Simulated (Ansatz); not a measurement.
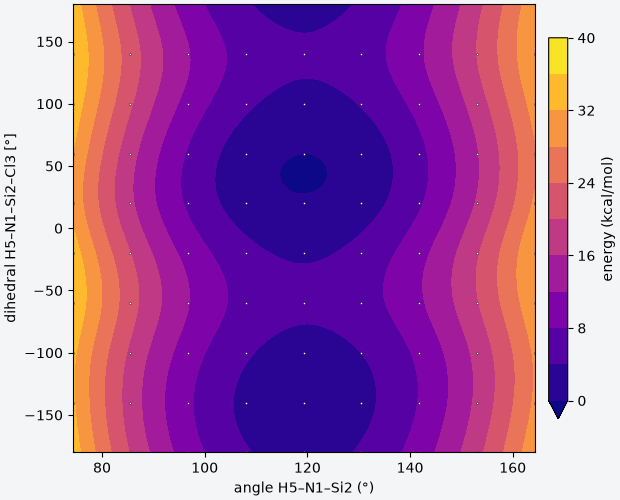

BrClH2NSi, SMILES N[Si](Cl)Br, spin multiplicity 2. Coordinates scanned: (1) angle H5–N1–Si2; (2) dihedral H5–N1–Si2–Cl3. Nothing is relaxed (all other coordinates rigid). The scan uses a 9 × 9 grid. Points are written as (first, second). Energies are in kcal/mol, from the lowest grid point. Method: UKS PBE-D4/def2-SVP in Ansatz.

The picture shows filled contours, dots at the grid points. Between grid points the surface is interpolated.

The lowest grid point is at (119.3°, 60°). A higher local minimum lies near (119.3°, −140°) (1.3 kcal/mol above the lowest at that grid point). The highest grid point, (74.3°, 140°), lies 36.2 kcal/mol above the lowest. On the interpolated surface the easiest way out of the lowest well to the well at (119.3°, −140°) passes a barrier of about 4.8 kcal/mol, counted from the interpolated bottom of the well. Round the minimum the two coordinates are nearly uncoupled.

The level of theory is changed to Ansatz 0.2.0, UHF/def2-SVP; with it change the reference geometry, relaxed at the new level; the new grid has 15 × 15 points, laid about the new relaxed structure.

What does this change do to the map?

The minimum (interpolated where it lies between grid points) moves from about (119°, 45°) to about (123°, 15°). The easiest pass out of the lowest well goes from about 4.8 to about 2.8 kcal/mol on the interpolated surfaces.

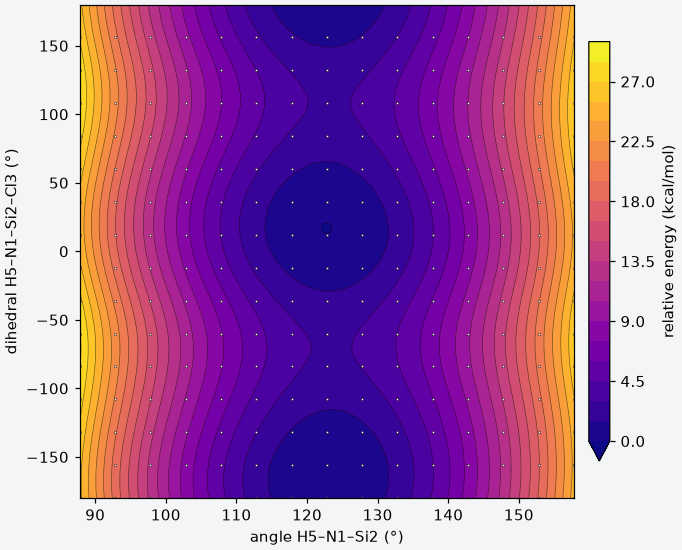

The map after the change, on a colour scale of its own. The picture shows filled contours, dots at the grid points. Between grid points the surface is interpolated.
